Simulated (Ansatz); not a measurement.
**BH6NSi: vertical ionisation energy**

How much energy removes an electron from BH6NSi at fixed geometry? The cation is run at each level and the neutral's energy taken from earlier runs.

Program: Ansatz 0.2.0, Gaussian basis. Level of theory: unrestricted cation, the program's frozen cores in correlated methods. These are calculated values, not measurements.

The runs, in order: UKS PBE-D4/def2-TZVPP; UKS r2SCAN-D4/def2-TZVPP; UKS PBE0-D4/def2-TZVPP; UKS B3LYP-D4/def2-TZVPP; UKS wB97X-V/def2-TZVPP; UKS wB97M-V/def2-TZVPP; UKS B2PLYP/def2-TZVPP; UHF-CCSD(T)/def2-TZVPP; UHF-MP2/def2-QZVPP; extrapolation to the limit; then −ε(HOMO) from the neutral's earlier runs with LDA (SPW92), PBE-D4, revPBE-D4, BLYP-D4, r2SCAN-D4, B97M-V, PBE0-D4, B3LYP-D4, r2SCANh-D4, r2SCAN0-D4, HSE06-D4, BHLYP-D4, CAM-B3LYP-D4, LC-ωPBE, ωB97X-V, ωB97M-V.

### Step 1. Structure used throughout

The geometry comes from an earlier relaxation with PBE0-D4 in a triple-zeta def2 set; it is a stationary point, not always the lowest conformer.

9 atoms, charge 0, spin multiplicity 1.

Atoms are counted from 1 here; the program's logs count them from 0.

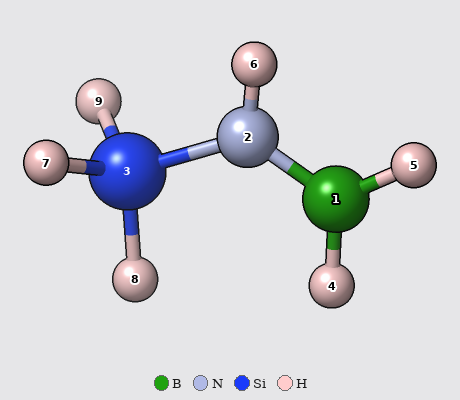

The geometry (boron green, nitrogen light blue, silicon blue, hydrogen pink); atoms are numbered from 1 in the order of the file.

Coordinates:

```csv
atom,x (Å),y (Å),z (Å)
B1,-0.7827,0.8032,-1.0733
N2,0.1044,0.6423,-0.0040
Si3,0.5415,-0.8589,0.7714
H4,-1.3186,-0.1643,-1.5332
H5,-0.9908,1.8992,-1.5096
H6,0.5362,1.4826,0.3562
H7,2.0067,-1.0890,0.6662
H8,-0.2005,-1.9451,0.0933
H9,0.1921,-0.8164,2.2160
```

### Step 2. Cation, UKS PBE-D4/def2-TZVPP

Contents of in.yaml:

```yaml
crystal:
  periodic: [false, false, false]
  atoms:
    - {symbol: B, position_ang: [-0.782651, 0.803200, -1.073310]}
    - {symbol: N, position_ang: [0.104439, 0.642294, -0.003963]}
    - {symbol: Si, position_ang: [0.541468, -0.858853, 0.771378]}
    - {symbol: H, position_ang: [-1.318575, -0.164283, -1.533241]}
    - {symbol: H, position_ang: [-0.990811, 1.899248, -1.509622]}
    - {symbol: H, position_ang: [0.536190, 1.482636, 0.356168]}
    - {symbol: H, position_ang: [2.006688, -1.088961, 0.666207]}
    - {symbol: H, position_ang: [-0.200496, -1.945119, 0.093341]}
    - {symbol: H, position_ang: [0.192148, -0.816362, 2.216042]}
basis:
  gaussian: {orbitals: def2-TZVPP}
total_charge: 1
magnetization: {spin_polarized: true, initial_magnetization: 1}
hamiltonian: {xc: pbe, dispersion: d4}
```

Command:

```console
ansatz run in.yaml --threads 4 --pin off --events-out ev --progress --plain --max-ram 10444MiB
```

Output:

```text
Functional definition: PBE
  name "PBE"
  cite "Perdew, Burke & Ernzerhof, Phys. Rev. Lett. 77, 3865 (1996) doi:10.1103/PhysRevLett.77.3865"
  parent pbe
  parameter kappa = 0.804
  parameter beta = 0.06672455060314922
  exchange = pbe_x(kappa = kappa, mu = beta*pi^2/3)
  correlation = pbe_c(beta = beta)
966 factors; their error is unknown
mean field evaluation 1: about -10105.1194 eV, gradient 7.0e1 eV
mean field evaluation 2: about -9971.4221 eV, gradient 1.4e2 eV
mean field evaluation 4: about -10120.2408 eV, gradient 2.5e1 eV
mean field evaluation 8: about -10125.8110 eV, gradient 5.7e0 eV
mean field evaluation 16: about -10126.0691 eV, gradient 6.6e-1 eV
mean field evaluation 32: about -10124.0880 eV, gradient 5.0e0 eV
mean field -10126.08998465 eV, -372.1269432255 hartree, gradient 1.5e-5 eV, S^2 0.754826; 4 other end points of the search recorded, 0 dependent functions left out
reference -10126.09003131 eV, -372.1269449404 hartree; 16, 15 occupied and 172, 173 virtual orbitals, 966 factors
Total energy: -10126.20377275 eV, -372.1311248612 hartree
```

It took 4.3 s on 4 threads of Arm Neoverse V2, shared host; peak memory 0.42 GiB.

Less the neutral's -10136.6217 eV (earlier run), this gives 10.418 eV. ⟨S²⟩ = 0.755.

### Step 3. Cation, UKS r2SCAN-D4/def2-TZVPP

in.yaml, as its differences from that of step 2:

```diff
@@ -16,2 +16,2 @@
 magnetization: {spin_polarized: true, initial_magnetization: 1}
-hamiltonian: {xc: pbe, dispersion: d4}
+hamiltonian: {xc: r2scan, dispersion: d4}
```

Launched as before.

Output:

```text
Functional definition: r2SCAN
  name "r2SCAN"
  cite "Furness, Kaplan, Ning, Perdew & Sun, J. Phys. Chem. Lett. 11, 8208 (2020) doi:10.1021/acs.jpclett.0c02405"
  cite "Furness, Kaplan, Ning, Perdew & Sun, J. Phys. Chem. Lett. 11, 9248 (2020) doi:10.1021/acs.jpclett.0c03077"
  parent r2scan
  parameter k0 = 0.174
  parameter k1 = 0.065
  parameter a1 = 4.9479
  exchange = r2scan_x(k0 = k0, k1 = k1, a1 = a1)
  correlation = r2scan_c
966 factors; their error is unknown
mean field evaluation 1: about -10113.3354 eV, gradient 6.4e1 eV
mean field evaluation 2: about -10021.4353 eV, gradient 1.2e2 eV
mean field evaluation 4: about -10126.8658 eV, gradient 2.1e1 eV
mean field evaluation 8: about -10131.2617 eV, gradient 3.4e0 eV
mean field evaluation 16: about -10131.3332 eV, gradient 6.3e-2 eV
mean field evaluation 32: about -10131.2236 eV, gradient 2.8e0 eV
mean field -10131.31604028 eV, -372.3189972278 hartree, gradient 1.5e-5 eV, S^2 0.762921; 4 other end points of the search recorded, 0 dependent functions left out
reference -10131.31605623 eV, -372.3189978138 hartree; 16, 15 occupied and 172, 173 virtual orbitals, 966 factors
Total energy: -10131.34255460 eV, -372.3199716110 hartree
```

It took 8.5 s on 4 threads of Arm Neoverse V2, shared host; peak memory 0.47 GiB.

Less the neutral's -10141.8610 eV (earlier run), this gives 10.518 eV. ⟨S²⟩ = 0.763.

### Step 4. Cation, UKS PBE0-D4/def2-TZVPP

in.yaml, as its differences from that of step 3:

```diff
@@ -16,2 +16,2 @@
 magnetization: {spin_polarized: true, initial_magnetization: 1}
-hamiltonian: {xc: r2scan, dispersion: d4}
+hamiltonian: {xc: pbe0, dispersion: d4}
```

Same command.

Output:

```text
Functional definition: PBE0
  name "PBE0"
  cite "Adamo & Barone, J. Chem. Phys. 110, 6158 (1999) doi:10.1063/1.478522"
  cite "Perdew, Burke & Ernzerhof, Phys. Rev. Lett. 77, 3865 (1996) doi:10.1103/PhysRevLett.77.3865"
  parent pbe
  parameter a = 0.25
  parameter kappa = 0.804
  parameter beta = 0.06672455060314922
  exchange = (1 - a)*pbe_x(kappa = kappa, mu = beta*pi^2/3) + a*exact_x
  correlation = pbe_c(beta = beta)
969 factors; their error is unknown
mean field evaluation 1: about -10111.6527 eV, gradient 5.9e1 eV
mean field evaluation 2: about -10070.9226 eV, gradient 9.8e1 eV
mean field evaluation 4: about -10126.5075 eV, gradient 1.0e1 eV
mean field evaluation 8: about -10127.0949 eV, gradient 2.8e-1 eV
mean field evaluation 16: about -10127.1091 eV, gradient 3.9e-3 eV
mean field evaluation 32: about -10127.1091 eV, gradient 1.6e-5 eV
mean field -10127.10910919 eV, -372.1643953616 hartree, gradient 4.7e-6 eV, S^2 0.759790; 4 other end points of the search recorded, 0 dependent functions left out
reference -10127.10914393 eV, -372.1643966383 hartree; 16, 15 occupied and 172, 173 virtual orbitals, 969 factors
Total energy: -10127.20390513 eV, -372.1678790482 hartree
```

Wall time 5.5 s (4 threads of Arm Neoverse V2, shared host); peak memory 0.57 GiB.

The neutral molecule at this level: -10137.8592 eV. Difference: 10.655 eV. ⟨S²⟩ = 0.760.

### Step 5. Cation, UKS B3LYP-D4/def2-TZVPP

in.yaml, as its differences from that of step 4:

```diff
@@ -16,2 +16,2 @@
 magnetization: {spin_polarized: true, initial_magnetization: 1}
-hamiltonian: {xc: pbe0, dispersion: d4}
+hamiltonian: {xc: {name: B3LYP}, dispersion: d4}
```

The command is unchanged.

Output (excerpt; [...] marks lines left out):

```text
Functional definition: B3LYP
  name "B3LYP"
  cite "Stephens, Devlin, Chabalowski & Frisch, J. Phys. Chem. 98, 11623 (1994) doi:10.1021/j100096a001"
  cite "Becke, Phys. Rev. A 38, 3098 (1988) doi:10.1103/PhysRevA.38.3098"
  cite "Lee, Yang & Parr, Phys. Rev. B 37, 785 (1988) doi:10.1103/PhysRevB.37.785"
  cite "Vosko, Wilk & Nusair, Can. J. Phys. 58, 1200 (1980) doi:10.1139/p80-159"
[...]
969 factors; their error is unknown
[...]
mean field -10134.37255599 eV, -372.4313221082 hartree, gradient 7.8e-6 eV, S^2 0.758492; 5 other end points of the search recorded, 0 dependent functions left out
reference -10134.37282948 eV, -372.4313321587 hartree; 16, 15 occupied and 172, 173 virtual orbitals, 969 factors
Total energy: -10134.55750835 eV, -372.4381189822 hartree
```

It took 6.5 s on 4 threads of Arm Neoverse V2, shared host; peak memory 0.57 GiB.

Less the neutral's -10145.2539 eV (earlier run), this gives 10.696 eV. ⟨S²⟩ = 0.758.

### Step 6. Cation, UKS wB97X-V/def2-TZVPP

in.yaml, as its differences from that of step 5:

```diff
@@ -16,2 +16,2 @@
 magnetization: {spin_polarized: true, initial_magnetization: 1}
-hamiltonian: {xc: {name: B3LYP}, dispersion: d4}
+hamiltonian: {xc: {name: wB97X-V}}
```

Same command.

Output (excerpt; [...] marks lines left out):

```text
Functional definition: wB97X-V
  name "wB97X-V"
  cite "Mardirossian & Head-Gordon, Phys. Chem. Chem. Phys. 16, 9904 (2014) doi:10.1039/C3CP54374A"
  cite "Becke, J. Chem. Phys. 107, 8554 (1997) doi:10.1063/1.475007"
  cite "Vydrov & Van Voorhis, J. Chem. Phys. 133, 244103 (2010) doi:10.1063/1.3521275"
[...]
      + integral(e_c_pw_opposite_spin*poly(b97_u_opposite, cos0, cos1)) + vv10(b, c)
969 factors; their error is unknown
254 factors; integrals over basis functions are off by at most 1.3e-5 eV
[...]
mean field -10131.32988949 eV, -372.3195061768 hartree, gradient 3.3e-5 eV, S^2 0.759182; 2 other end points of the search recorded, 0 dependent functions left out
reference -10131.32988733 eV, -372.3195060973 hartree; 16, 15 occupied and 172, 173 virtual orbitals, 969 factors
Total energy: -10131.32988733 eV, -372.3195060973 hartree
```

It took 14 s on 4 threads of Arm Neoverse V2, shared host; peak memory 0.73 GiB.

The neutral molecule at this level: -10142.1704 eV. Difference: 10.841 eV. ⟨S²⟩ = 0.759.

### Step 7. Cation, UKS wB97M-V/def2-TZVPP

in.yaml, as its differences from that of step 6:

```diff
@@ -16,2 +16,2 @@
 magnetization: {spin_polarized: true, initial_magnetization: 1}
-hamiltonian: {xc: {name: wB97X-V}}
+hamiltonian: {xc: {name: wB97M-V}}
```

Same command.

Output (excerpt; [...] marks lines left out):

```text
Functional definition: wB97M-V
  name "wB97M-V"
  cite "Mardirossian & Head-Gordon, J. Chem. Phys. 144, 214110 (2016) doi:10.1063/1.4952647"
  cite "Becke, J. Chem. Phys. 107, 8554 (1997) doi:10.1063/1.475007"
  cite "Vydrov & Van Voorhis, J. Chem. Phys. 133, 244103 (2010) doi:10.1063/1.3521275"
  # Of w^i u^j: cxij and so on, Table III.
[...]
  gx(w, u) = 1 - cx + cx01*u + cx10*w
  gss(w, u) = css00 + css04*u^4 + css10*w + css20*w^2 + css43*w^4*u^3
  gos(w, u) = cos00 + cos10*w + (cos20 + cos21*u)*w^2 + (cos60 + cos61*u)*w^6
[...]
      + integral(e_c_pw_mod_opposite_spin*gos(b97_w_opposite, b97_u_opposite)) + vv10(b, c)
969 factors; their error is unknown
254 factors; integrals over basis functions are off by at most 1.3e-5 eV
[...]
mean field -10131.28006158 eV, -372.3176750348 hartree, gradient 2.3e-5 eV, S^2 0.758079; 4 other end points of the search recorded, 0 dependent functions left out
reference -10131.28011541 eV, -372.3176770131 hartree; 16, 15 occupied and 172, 173 virtual orbitals, 969 factors
Total energy: -10131.28011541 eV, -372.3176770131 hartree
```

Run time: 16 s. Hardware: 4 threads of Arm Neoverse V2, shared host; peak memory 0.78 GiB.

The neutral molecule at this level: -10142.1151 eV. Difference: 10.835 eV. ⟨S²⟩ = 0.758.

### Step 8. Cation, UKS B2PLYP (frozen core)/def2-TZVPP

in.yaml, as its differences from that of step 7:

```diff
@@ -16,2 +16,2 @@
 magnetization: {spin_polarized: true, initial_magnetization: 1}
-hamiltonian: {xc: {name: wB97M-V}}
+hamiltonian: {xc: {name: B2PLYP}}
```

Same command.

Output (excerpt; [...] marks lines left out):

```text
Functional definition: B2PLYP
  name "B2PLYP"
  cite "Grimme, J. Chem. Phys. 124, 034108 (2006) doi:10.1063/1.2148954"
  cite "Becke, Phys. Rev. A 38, 3098 (1988) doi:10.1103/PhysRevA.38.3098"
  cite "Lee, Yang & Parr, Phys. Rev. B 37, 785 (1988) doi:10.1103/PhysRevB.37.785"
[...]
1075 factors; integrals over basis functions are off by at most 9.7e-4 eV
[...]
mean field -10124.42035917 eV, -372.0655856210 hartree, gradient 6.6e-6 eV, S^2 0.762644; 4 other end points of the search recorded, 0 dependent functions left out
7 core orbitals not correlated: weight in the atoms' cores, before any rotation towards them, 1.000 or more for the frozen orbitals, at most 0.000 for the correlated occupied ones
reference -10124.42053227 eV, -372.0655919822 hartree; 9, 8 occupied and 172, 173 virtual orbitals, 1075 factors
second order -13.11855874 eV of doubles, -0.00000000 eV of singles
Total energy: -10127.96254313 eV, -372.1957584804 hartree
```

Run time: 5.5 s. Hardware: 4 threads of Arm Neoverse V2, shared host; peak memory 0.56 GiB.

The neutral molecule at this level: -10138.7595 eV. Difference: 10.797 eV. ⟨S²⟩ = 0.763.

### Step 9. Cation, UHF-CCSD(T)/def2-TZVPP

in.yaml, as its differences from that of step 8:

```diff
@@ -16,2 +16,3 @@
 magnetization: {spin_polarized: true, initial_magnetization: 1}
-hamiltonian: {xc: {name: B2PLYP}}
+correlation: {method: ccsd_t}
+scf: {omitted_lower_state_checks: [cluster_reference]}
```

Launched as before.

Output (excerpt; [...] marks lines left out):

```text
Functional definition: HF
  name "HF"
  cite "Fock, Z. Phys. 61, 126 (1930) doi:10.1007/BF01340294"
  parent pbe
[...]
1075 factors; integrals over basis functions are off by at most 9.7e-4 eV
[...]
mean field -10103.74093705 eV, -371.3056308749 hartree, gradient 3.2e-6 eV, S^2 0.761432; 1 other end points of the search recorded, 0 dependent functions left out
7 core orbitals not correlated: weight in the atoms' cores, before any rotation towards them, 1.000 or more for the frozen orbitals, at most 0.000 for the correlated occupied ones
reference -10103.74093705 eV, -371.3056308749 hartree; 9, 8 occupied and 172, 173 virtual orbitals, 1075 factors
second order -10.45181600 eV of doubles, -0.00000000 eV of singles
cycle   1  -11.44876123 eV  change    -1.0e0 eV  update   8.7e-2
[...]
cycle  11  -11.97483989 eV  change   -6.2e-6 eV  update   1.6e-5
perturbative correction -0.37589295 eV, -0.0138138113 hartree
Total energy: -10116.09166989 eV, -371.7595119352 hartree
Checks for a lower state left out: cluster_reference
```

Run time: 47 s. Hardware: 4 threads of Arm Neoverse V2, shared host; peak memory 4.8 GiB.

The neutral molecule at this level: -10126.9998 eV. Difference: 10.908 eV. ⟨S²⟩ = 0.761. T1 = 0.040 (report).

### Step 10. Cation, UHF-MP2/def2-QZVPP

in.yaml, as its differences from that of step 9:

```diff
@@ -13,6 +13,6 @@
 basis:
-  gaussian: {orbitals: def2-TZVPP}
+  gaussian: {orbitals: "def2-QZVPP.json"}
 total_charge: 1
 magnetization: {spin_polarized: true, initial_magnetization: 1}
-correlation: {method: ccsd_t}
+correlation: {method: mp2}
 scf: {omitted_lower_state_checks: [cluster_reference]}
```

Launched as before.

Output (excerpt; [...] marks lines left out):

```text
Functional definition: HF
  name "HF"
  cite "Fock, Z. Phys. 61, 126 (1930) doi:10.1007/BF01340294"
  parent pbe
[...]
2137 factors; integrals over basis functions are off by at most 7.7e-4 eV
[...]
mean field -10104.11374873 eV, -371.3193314514 hartree, gradient 2.4e-6 eV, S^2 0.761486; 1 other end points of the search recorded, 0 dependent functions left out
7 core orbitals not correlated: weight in the atoms' cores, before any rotation towards them, 1.000 or more for the frozen orbitals, at most 0.000 for the correlated occupied ones
reference -10104.11374873 eV, -371.3193314514 hartree; 9, 8 occupied and 348, 349 virtual orbitals, 2137 factors
second order -11.21876671 eV of doubles, -0.00000000 eV of singles
Total energy: -10115.33251544 eV, -371.7316135237 hartree
Checks for a lower state left out: cluster_reference
```

Run time: 12 s. Hardware: 4 threads of Arm Neoverse V2, shared host; peak memory 1.6 GiB.

Less the neutral's -10126.6199 eV (earlier run), this gives 11.287 eV. ⟨S²⟩ = 0.761.

### Step 11. Extrapolating to the complete basis

No new run: Hartree-Fock is extrapolated as exp(−7.88√X) and correlation as X^−2.97, with X = 3 and 4; only MP2 was run in the larger set, so CCSD(T) minus MP2 is added from the smaller one.

| level | energy at the limit (eV) |
| --- | --- |
| HF | -10104.1651 |
| MP2 | -10115.9520 |
| CCSD | -10117.4750 |
| CCSD(T) | -10117.8509 |

The neutral's limit, from its own earlier runs, is -10128.8796 eV in the additive form (MP2 limit plus CCSD(T) minus MP2 in triple zeta), in which the cation has -10117.8509 eV.

### Step 12. Ionisation energies side by side

```csv
method,ionisation energy (eV),from CCSD(T)/CBS (eV),time
PBE-D4,10.42,-0.61,5.3 s
r2SCAN-D4,10.52,-0.51,10 s
PBE0-D4,10.66,-0.37,6.5 s
B3LYP-D4,10.70,-0.33,7.8 s
ωB97X-V,10.84,-0.19,17 s
ωB97M-V,10.84,-0.19,19 s
B2PLYP,10.80,-0.23,7.2 s
HF/def2-TZVPP,9.55,-1.48,
MP2/def2-TZVPP,11.22,+0.19,
CCSD/def2-TZVPP,10.82,-0.21,
CCSD(T)/def2-TZVPP,10.91,-0.12,60 s
CCSD(T)/CBS,11.03,0,78 s
```

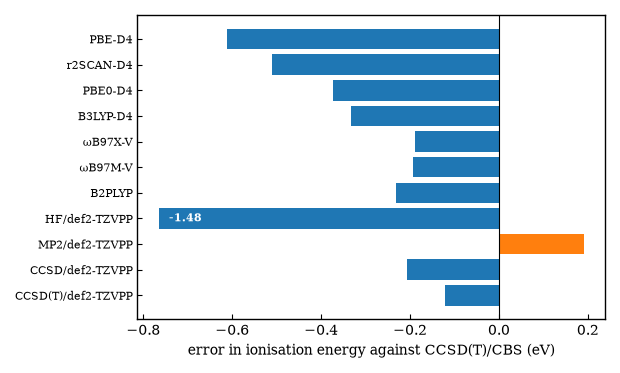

Error of each method against CCSD(T)/CBS. Bars with a number in them are cut short.

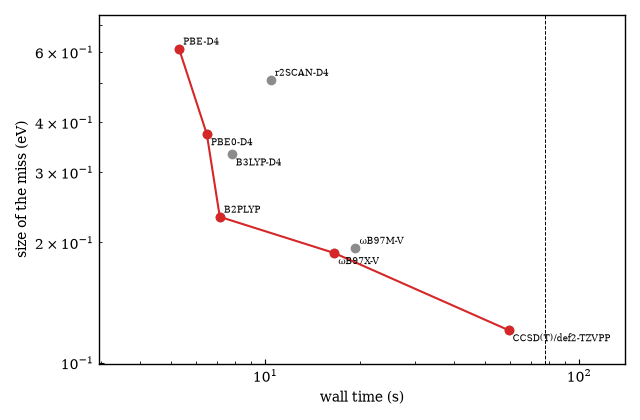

Miss against cost. Red marks the levels that no quicker level drawn beats (of those quicker than the yardstick), and the dashed line is the time of CCSD(T)/CBS. Times are from a shared host.

Times add the cation's run and the neutral's; HF, MP2 and CCSD come out of the CCSD(T) runs.

For comparison, −ε(HOMO) of the neutral from earlier runs:

```
  functional  −ε(HOMO) (eV)  by energy difference (eV)
 LDA (SPW92)           7.38                           
      PBE-D4           7.26                      10.42
   revPBE-D4           7.21                           
     BLYP-D4           7.13                           
   r2SCAN-D4           7.52                      10.52
      B97M-V           7.63                           
     PBE0-D4           8.52                      10.66
    B3LYP-D4           8.30                      10.70
  r2SCANh-D4           7.99                           
  r2SCAN0-D4           8.71                           
    HSE06-D4           8.12                           
    BHLYP-D4           9.70                           
CAM-B3LYP-D4           9.90                           
     LC-ωPBE          11.30                           
     ωB97X-V          10.92                      10.84
     ωB97M-V          10.82                      10.84
```

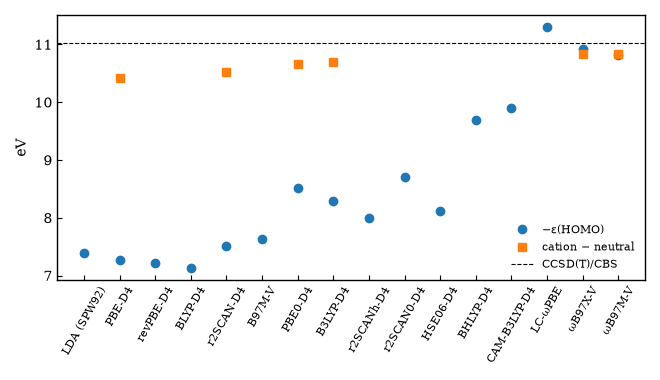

Orbital estimates and energy differences by functional.

### Step 13. Outcome

```
                        quantity               value
  ionisation energy, CCSD(T)/CBS            11.03 eV
nearest functional by difference  ωB97X-V (-0.19 eV)
                nearest −ε(HOMO)  ωB97X-V (-0.11 eV)
                 −ε(HOMO) of PBE             7.26 eV
                T1 of the cation               0.040
```

In words: Energy differences with functionals land within 0.61 eV of the reference. −ε(HOMO) of PBE misses by 3.8 eV, since self-interaction lifts the level. Among orbital estimates ωB97X-V comes nearest. Hartree-Fock falls 1.48 eV short, as the neutral has more correlation energy than the cation. The cation's T1 (from the report) is 0.040, near the customary mark of 0.045 for open shells, so the coupled-cluster value is less safe.

CCSD(T)/def2-TZVPP reaches 0.12 eV from the reference in 60 s, where CCSD(T)/CBS took 78 s; the quickest level in the cost chart, PBE-D4, takes 5.3 s and misses by 0.61 eV.
